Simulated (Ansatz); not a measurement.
# C₃H₅AlO₄: basis-set convergence

How large a basis does C₃H₅AlO₄ need? Two functionals are run in growing sets.

The runs use Ansatz 0.2.0, Gaussian basis; one geometry, several basis sets.

Plan: PBE0-D4/def2-SVP; ωB97M-V/def2-SVP; PBE0-D4/def2-QZVPP; ωB97M-V/def2-QZVPP; the functionals' def2-TZVPP values are taken from earlier runs.

## 1. Structure used throughout

All runs share one geometry, relaxed beforehand with PBE0-D4 in a triple-zeta def2 set.

SMILES `[OH][Al-]1([OH])[O]C=CC=[O+]1`, 13 atoms, charge 0, spin multiplicity 1.

Atoms are counted from 1 here; the program's logs count them from 0.

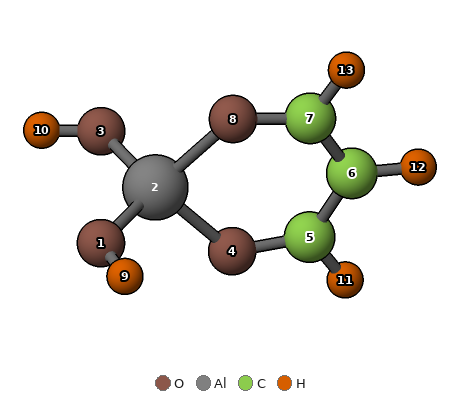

The geometry (oxygen brown, aluminium grey, carbon green, hydrogen orange); atoms are numbered from 1 in the order of the file.

## 2. PBE0-D4 in def2-SVP

Contents of in.yaml:

```yaml
crystal:
  periodic: [false, false, false]
  atoms:
    - {symbol: O, position_ang: [0.907012, 1.086548, 2.274348]}
    - {symbol: Al, position_ang: [1.009437, 0.348236, 0.748060]}
    - {symbol: O, position_ang: [2.551125, 0.025946, 0.113369]}
    - {symbol: O, position_ang: [0.038791, 1.240674, -0.524171]}
    - {symbol: C, position_ang: [-0.874449, 0.747896, -1.248585]}
    - {symbol: C, position_ang: [-1.374114, -0.544858, -1.152707]}
    - {symbol: C, position_ang: [-0.898690, -1.431219, -0.194429]}
    - {symbol: O, position_ang: [0.011977, -1.185615, 0.649420]}
    - {symbol: H, position_ang: [0.096978, 1.306390, 2.725951]}
    - {symbol: H, position_ang: [3.347874, 0.244537, 0.590854]}
    - {symbol: H, position_ang: [-1.297304, 1.419480, -2.002451]}
    - {symbol: H, position_ang: [-2.158145, -0.861501, -1.825277]}
    - {symbol: H, position_ang: [-1.340192, -2.431316, -0.139481]}
basis:
  gaussian: {orbitals: def2-SVP}
hamiltonian: {xc: pbe0, dispersion: d4}
output: {orbitals: {seedname: orbitals}}
```

Run with:

```
$ ansatz run in.yaml --threads 4 --pin off --events-out ev --progress --plain --max-ram 11315MiB
```

Standard output:

```text
Functional definition: PBE0
  name "PBE0"
  cite "Adamo & Barone, J. Chem. Phys. 110, 6158 (1999) doi:10.1063/1.478522"
  cite "Perdew, Burke & Ernzerhof, Phys. Rev. Lett. 77, 3865 (1996) doi:10.1103/PhysRevLett.77.3865"
  parent pbe
  parameter a = 0.25
  parameter kappa = 0.804
  parameter beta = 0.06672455060314922
  exchange = (1 - a)*pbe_x(kappa = kappa, mu = beta*pi^2/3) + a*exact_x
  correlation = pbe_c(beta = beta)
1562 factors; their error is unknown
mean field evaluation 1: about -17943.5382 eV, gradient 8.4e1 eV
mean field evaluation 2: about -17927.3640 eV, gradient 1.2e2 eV
mean field evaluation 4: about -17956.2758 eV, gradient 4.2e0 eV
mean field evaluation 8: about -17956.3123 eV, gradient 1.8e-1 eV
mean field evaluation 16: about -17956.4134 eV, gradient 2.5e-4 eV
mean field -17956.41338137 eV, -659.8860204713 hartree, gradient 4.7e-5 eV, S^2 0.000000; 0 other end points of the search recorded, 0 dependent functions left out
reference -17956.41341488 eV, -659.8860217025 hartree; 34, 34 occupied and 107, 107 virtual orbitals, 1562 factors
Total energy: -17956.69863678 eV, -659.8965034143 hartree
```

It took 2.4 s on 4 threads of Arm Neoverse V2, shared host.

## 3. ωB97M-V in def2-SVP

Changes to in.yaml since step 2:

```diff
@@ -18,3 +18,3 @@
   gaussian: {orbitals: def2-SVP}
-hamiltonian: {xc: pbe0, dispersion: d4}
+hamiltonian: {xc: {name: wB97M-V}}
 output: {orbitals: {seedname: orbitals}}
```

Launched as before.

Standard output (excerpt; [...] marks lines left out):

```text
Functional definition: wB97M-V
  name "wB97M-V"
  cite "Mardirossian & Head-Gordon, J. Chem. Phys. 144, 214110 (2016) doi:10.1063/1.4952647"
  cite "Becke, J. Chem. Phys. 107, 8554 (1997) doi:10.1063/1.475007"
  cite "Vydrov & Van Voorhis, J. Chem. Phys. 133, 244103 (2010) doi:10.1063/1.3521275"
  # Of w^i u^j: cxij and so on, Table III.
[...]
  gx(w, u) = 1 - cx + cx01*u + cx10*w
  gss(w, u) = css00 + css04*u^4 + css10*w + css20*w^2 + css43*w^4*u^3
  gos(w, u) = cos00 + cos10*w + (cos20 + cos21*u)*w^2 + (cos60 + cos61*u)*w^6
[...]
      + integral(e_c_pw_mod_opposite_spin*gos(b97_w_opposite, b97_u_opposite)) + vv10(b, c)
1543 factors; their error is unknown
341 factors; integrals over basis functions are off by at most 6.8e-6 eV
[...]
mean field -17968.01268288 eV, -660.3122869395 hartree, gradient 7.3e-5 eV, S^2 0.000000; 0 other end points of the search recorded, 0 dependent functions left out
reference -17968.01273641 eV, -660.3122889067 hartree; 34, 34 occupied and 107, 107 virtual orbitals, 1543 factors
Total energy: -17968.01273641 eV, -660.3122889067 hartree
```

It took 9 s on 4 threads of Arm Neoverse V2, shared host.

## 4. PBE0-D4 in def2-QZVPP

Changes to in.yaml since step 3:

```diff
@@ -17,4 +17,4 @@
 basis:
-  gaussian: {orbitals: def2-SVP}
-hamiltonian: {xc: {name: wB97M-V}}
+  gaussian: {orbitals: "def2-QZVPP.json"}
+hamiltonian: {xc: pbe0, dispersion: d4}
 output: {orbitals: {seedname: orbitals}}
```

Same command.

Standard output:

```text
Functional definition: PBE0
  name "PBE0"
  cite "Adamo & Barone, J. Chem. Phys. 110, 6158 (1999) doi:10.1063/1.478522"
  cite "Perdew, Burke & Ernzerhof, Phys. Rev. Lett. 77, 3865 (1996) doi:10.1103/PhysRevLett.77.3865"
  parent pbe
  parameter a = 0.25
  parameter kappa = 0.804
  parameter beta = 0.06672455060314922
  exchange = (1 - a)*pbe_x(kappa = kappa, mu = beta*pi^2/3) + a*exact_x
  correlation = pbe_c(beta = beta)
1944 factors; their error is unknown
mean field evaluation 1: about -17956.4805 eV, gradient 1.0e2 eV
mean field evaluation 2: about -17930.8797 eV, gradient 1.5e2 eV
mean field evaluation 4: about -17973.0728 eV, gradient 6.8e0 eV
mean field evaluation 8: about -17973.1705 eV, gradient 3.4e-1 eV
mean field evaluation 16: about -17973.1822 eV, gradient 2.5e-4 eV
mean field -17973.18221942 eV, -660.5022639031 hartree, gradient 5.5e-5 eV, S^2 0.000000; 0 other end points of the search recorded, 0 dependent functions left out
reference -17973.18226876 eV, -660.5022657165 hartree; 34, 34 occupied and 585, 585 virtual orbitals, 1944 factors
Total energy: -17973.46749067 eV, -660.5127474283 hartree
```

Run time: 22 s. Hardware: 4 threads of Arm Neoverse V2, shared host; peak memory 2.8 GiB.

## 5. ωB97M-V in def2-QZVPP

Changes to in.yaml since step 4:

```diff
@@ -18,3 +18,3 @@
   gaussian: {orbitals: "def2-QZVPP.json"}
-hamiltonian: {xc: pbe0, dispersion: d4}
+hamiltonian: {xc: {name: wB97M-V}}
 output: {orbitals: {seedname: orbitals}}
```

Launched as before.

Standard output (excerpt; [...] marks lines left out):

```text
Functional definition: wB97M-V
  name "wB97M-V"
  cite "Mardirossian & Head-Gordon, J. Chem. Phys. 144, 214110 (2016) doi:10.1063/1.4952647"
  cite "Becke, J. Chem. Phys. 107, 8554 (1997) doi:10.1063/1.475007"
  cite "Vydrov & Van Voorhis, J. Chem. Phys. 133, 244103 (2010) doi:10.1063/1.3521275"
  # Of w^i u^j: cxij and so on, Table III.
[...]
  gx(w, u) = 1 - cx + cx01*u + cx10*w
  gss(w, u) = css00 + css04*u^4 + css10*w + css20*w^2 + css43*w^4*u^3
  gos(w, u) = cos00 + cos10*w + (cos20 + cos21*u)*w^2 + (cos60 + cos61*u)*w^6
[...]
      + integral(e_c_pw_mod_opposite_spin*gos(b97_w_opposite, b97_u_opposite)) + vv10(b, c)
1901 factors; their error is unknown
491 factors; integrals over basis functions are off by at most 1.1e-5 eV
[...]
mean field -17985.02598249 eV, -660.9375141679 hartree, gradient 7.6e-6 eV, S^2 0.000000; 0 other end points of the search recorded, 0 dependent functions left out
reference -17985.02606183 eV, -660.9375170839 hartree; 34, 34 occupied and 585, 585 virtual orbitals, 1901 factors
Total energy: -17985.02606183 eV, -660.9375170839 hartree
```

Wall time 45 s (4 threads of Arm Neoverse V2, shared host); peak memory 3.4 GiB.

## 6. Functionals by basis

The def2-TZVPP values come from earlier runs at the same geometry.

```tsv
functional	basis	functions	energy (eV)	from the largest (eV)	HOMO (eV)	LUMO (eV)
PBE0-D4	def2-SVP	141	-17956.6986	16.769	-7.83	-2.33
PBE0-D4	def2-TZVPP	329	-17972.5980	0.870	-7.88	-2.43
PBE0-D4	def2-QZVPP	619	-17973.4675	0.000	-7.92	-2.49
ωB97M-V	def2-SVP	141	-17968.0127	17.013	-9.94	-0.13
ωB97M-V	def2-TZVPP	329	-17984.2099	0.816	-10.01	-0.29
ωB97M-V	def2-QZVPP	619	-17985.0261	0.000	-10.05	-0.36
```

## 7. What came out

```
                                       quantity           value
PBE0-D4: double and triple zeta above quadruple  16.77, 0.87 eV
ωB97M-V: double and triple zeta above quadruple  17.01, 0.82 eV
```

**Reading.** PBE0-D4 gains 15.90 eV from double to triple zeta, then 0.87 eV more. These are total energies; as a rule much of such shifts cancels in differences, which this series doesn't test.

For PBE0-D4 the largest set took about 9 times as long as the smallest (22 s against 2.4 s).
